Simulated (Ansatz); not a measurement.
# CH5Si (SMILES C[SiH2]): UHSE06/aug-cc-pVDZ

What is the vertical ionisation energy of CH5Si at UHSE06/aug-cc-pVDZ? 

The calculation is run with Ansatz 0.2.0.

50 further runs of the same task are left out: 50 set aside as unsound or not needed.

### 1 The structure to begin with

CH5Si: 7 atoms, total charge 0, spin state doublet. As SMILES, `C[SiH2]`. Geometry: relaxed at PBE0-D4/def2-TZVP.

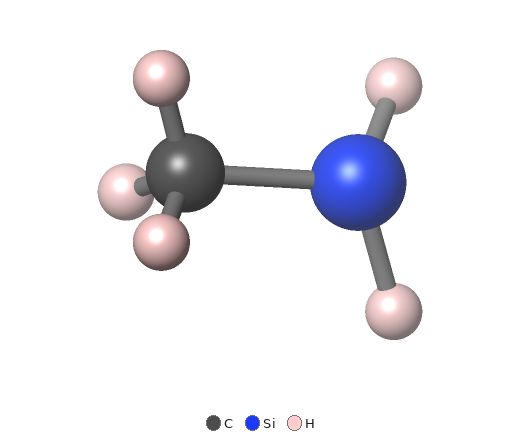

Viewed from a chosen angle; carbon dark grey, silicon blue, hydrogen pink.

### 2 A single-point energy at UHSE06/aug-cc-pVDZ

Input file run.yaml:

```yaml
crystal:
  periodic: [false, false, false]
  atoms:
    - symbol: C
      position_ang: [-0.122600, -0.803200, 0.095200]
    - symbol: Si
      position_ang: [0.176200, 1.034800, 0.314000]
    - symbol: H
      position_ang: [-0.204800, -1.054900, -0.966600]
    - symbol: H
      position_ang: [0.699200, -1.383300, 0.519500]
    - symbol: H
      position_ang: [-1.047100, -1.107700, 0.589500]
    - symbol: H
      position_ang: [-0.951500, 1.846400, -0.225700]
    - symbol: H
      position_ang: [1.450600, 1.468000, -0.326000]
basis:
  gaussian:
    orbitals: aug-cc-pVDZ
magnetization:
  spin_polarized: true
  initial_magnetization: 1
hamiltonian:
  xc: {name: HSE06}
output: {orbitals: {seedname: orbitals}}
total_charge: 0
accuracy: high
```

Started as:

```sh
ansatz run run.yaml --threads 1 --pin off --max-ram 3480MiB --events-out events.jsonl --progress --plain --runs-dir runs
```

What it wrote:

```text
Warning: RAYON_NUM_THREADS=1 ignored (pool sized by the plan → 1); use --threads N
Functional definition: HSE06
  name "HSE06"
  parameter a = 0.25
  parameter omega = 0.11/bohr
  exchange = pbe_x - a*pbe_x_sr(omega) + a*exact_x_sr(omega)
  correlation = pbe_c
1901 factors; integrals over basis functions are off by at most 3.9e-9 eV
142 factors; integrals over basis functions are off by at most 1.5e-9 eV
mean field evaluation 1: about -8983.2609 eV, gradient 3.6e1 eV
mean field evaluation 2: about -8978.2662 eV, gradient 4.4e1 eV
mean field evaluation 4: about -8989.7680 eV, gradient 6.1e-1 eV
mean field evaluation 8: about -8989.8056 eV, gradient 2.2e-2 eV
mean field evaluation 16: about -8989.8057 eV, gradient 4.8e-5 eV
mean field -8989.80565128 eV, -330.3692641753 hartree, gradient 9.4e-8 eV, S^2 0.752424; 0 other end points of the search recorded, 0 dependent functions left out
reference -8989.80566107 eV, -330.3692645351 hartree; 13, 12 occupied and 82, 83 virtual orbitals, 1901 factors
Total energy: -8989.80566107 eV, -330.3692645351 hartree
```

It took 12 s on 1 thread of Intel Xeon Platinum 8259CL at 2.50GHz (Skylake/Cascade Lake), shared host; peak memory 0.39 GiB.

### 3 The singlet cation, same level

Input file molecule.yaml:

```yaml
crystal:
  periodic: [false, false, false]
  atoms:
    - symbol: C
      position_ang: [-0.122600, -0.803200, 0.095200]
    - symbol: Si
      position_ang: [0.176200, 1.034800, 0.314000]
    - symbol: H
      position_ang: [-0.204800, -1.054900, -0.966600]
    - symbol: H
      position_ang: [0.699200, -1.383300, 0.519500]
    - symbol: H
      position_ang: [-1.047100, -1.107700, 0.589500]
    - symbol: H
      position_ang: [-0.951500, 1.846400, -0.225700]
    - symbol: H
      position_ang: [1.450600, 1.468000, -0.326000]
basis:
  gaussian: {orbitals: aug-cc-pVDZ}
hamiltonian: {xc: hse06}
accuracy: high
magnetization: {spin_polarized: false}
output: {orbitals: {seedname: orbitals}}
total_charge: 1
```

Started as:

```sh
ansatz run molecule.yaml --threads 1 --pin off --max-ram 3480MiB --events-out events.jsonl --progress --plain --runs-dir runs
```

What it wrote:

```text
Warning: RAYON_NUM_THREADS=1 ignored (pool sized by the plan → 1); use --threads N
Functional definition: HSE06
  name "HSE06"
  parameter a = 0.25
  parameter omega = 0.11/bohr
  exchange = pbe_x - a*pbe_x_sr(omega) + a*exact_x_sr(omega)
  correlation = pbe_c
1900 factors; integrals over basis functions are off by at most 3.9e-9 eV
142 factors; integrals over basis functions are off by at most 1.5e-9 eV
mean field evaluation 1: about -8968.4071 eV, gradient 7.3e1 eV
mean field evaluation 2: about -8935.3706 eV, gradient 1.1e2 eV
mean field evaluation 4: about -8981.4781 eV, gradient 5.0e0 eV
mean field evaluation 8: about -8981.5571 eV, gradient 4.3e-2 eV
mean field evaluation 16: about -8981.5572 eV, gradient 4.2e-7 eV
mean field -8981.55715237 eV, -330.0661374314 hartree, gradient 6.0e-8 eV, S^2 0.000000; 0 other end points of the search recorded, 0 dependent functions left out
reference -8981.55716086 eV, -330.0661377436 hartree; 12, 12 occupied and 83, 83 virtual orbitals, 1900 factors
Total energy: -8981.55716086 eV, -330.0661377436 hartree
```

Wall time 6.9 s (1 thread of Intel Xeon Platinum 8259CL at 2.50GHz (Skylake/Cascade Lake), shared host); peak memory 0.28 GiB.

### 4 Results

At UHSE06/aug-cc-pVDZ:

| quantity | value |
| --- | --- |
| doublet CH5Si: total energy | -330.36926 Eh |
| doublet CH5Si: HOMO energy (highest over α and β) | -5.51 eV |
| doublet CH5Si: LUMO energy (lowest over α and β) | -2.51 eV |
| doublet CH5Si: ⟨S²⟩ | 0.752 |
| singlet cation: total energy | -330.06614 Eh |
| singlet cation: HOMO energy | -15.47 eV |
| singlet cation: LUMO energy | -10.77 eV |
| singlet cation: HOMO–LUMO gap | 4.70 eV |
| vertical ionisation energy (to the singlet cation) | 8.249 eV |

**Reading.** The vertical ionisation energy comes to 8.25 eV (796 kJ/mol). Only the singlet of the ionised species was computed; a triplet could lie lower.
